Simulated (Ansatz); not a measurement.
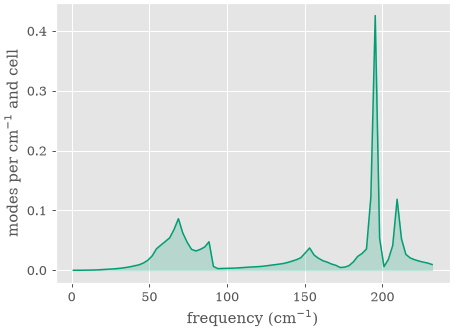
Fig. 1. Phonon density of states of ZnSe (zinc blende, F-43m); finite displacements on a 6×6×6 mesh, PBE density-functional theory in Ansatz (plane waves, PAW), k mesh 6×6×6

Dynamical quadrupoles are not included in the interpolation of the phonons between the solved wave vectors.

Q: Where is the tallest peak, and is there a gap in the spectrum?

A: The tallest peak lies near 200 cm⁻¹. No clear gap shows at this resolution.

Ansatz is an electronic-structure program.
